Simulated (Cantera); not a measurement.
Input: 1 mol B2O3, a varied amount of N2, at 2125 °C and 93.0 Pa.

Equilibrium computed with Cantera from the NASA thermochemical tables; the gas is ideal and each condensed phase is pure. Candidate condensed phases: B, BN, B2O3; 17 gas species. Equilibrium is a limit: real reactors are often held back by kinetics, nucleation or transport.

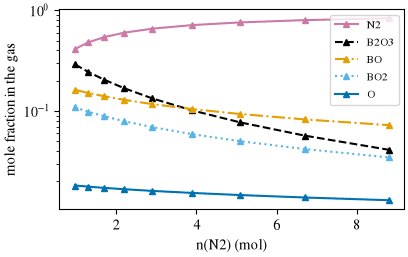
Fig. 1. Equilibrium gas composition (values under 1e-9 drawn at 1e-9)

Question: Read off the mole fractions at 2.2 mol N2.

Answer: N2 about 0.60, B2O3 about 0.17, BO about 0.13, BO2 about 0.079, O about 0.017.
